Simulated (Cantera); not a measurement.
Feed: 1 mol MgO, 2.6 mol HBr, 69 mol N2, equilibrated at 75.0 Pa.

Equilibrium computed with Cantera from the NASA thermochemical tables; the gas is ideal and each condensed phase is pure. Candidate condensed phases: Br2, H2O, Mg, MgBr2, MgO, Mg(OH)2; 36 gas species. The numbers say what is thermodynamically allowed, not how fast it happens.

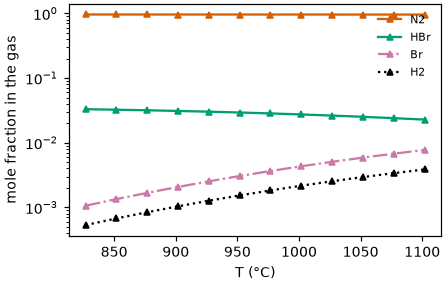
*Equilibrium gas composition (values under 1e-9 drawn at 1e-9)*

Task: Read off the mole fractions at 952 °C.

Result: N2 about 0.96, HBr about 0.029, Br about 0.0031, H2 about 0.0015.
